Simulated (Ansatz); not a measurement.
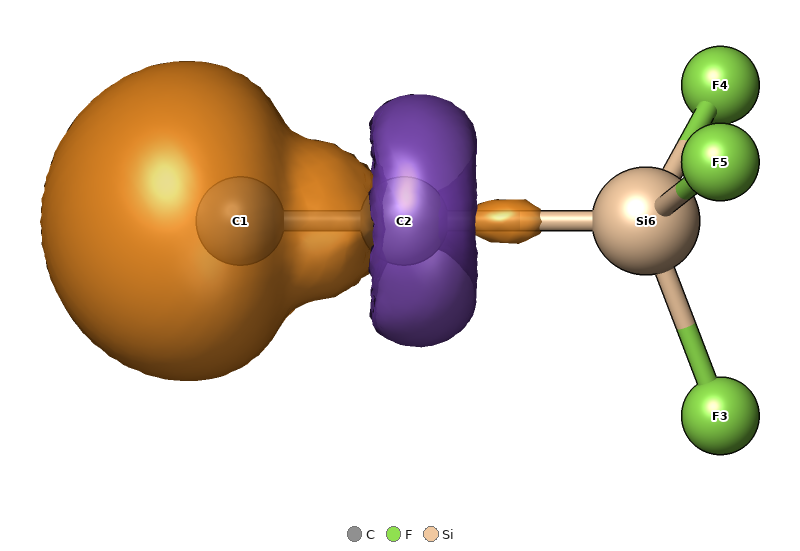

The picture shows: C$_{2}$F$_{3}$Si (SMILES [C]#C[Si](F)(F)F) (doublet). Isosurfaces of the spin density at +0.03 (orange) and −0.03 e/Å³ (purple), seen from one side.

Geometry: B3LYP/6-31G*.

Computed with isolated molecule in a Gaussian basis; Kohn-Sham density functional theory, functional PBE0 in Ansatz.

```xyz
6

C    -2.7788   -2.3439   -0.5053
C    -1.9566   -1.7103    0.1329
F    -0.2850   -1.5928    2.3578
F     0.5380   -0.4728    0.1881
F    -1.3594    0.6080    1.5563
Si   -0.7428   -0.7742    1.0767
```

> Where is the unpaired spin?

The unpaired spin (1 electron) lies mostly on C1 (about 1.1), in electrons by Hirshfeld's partition, with opposite, polarisation-induced spin on C2.
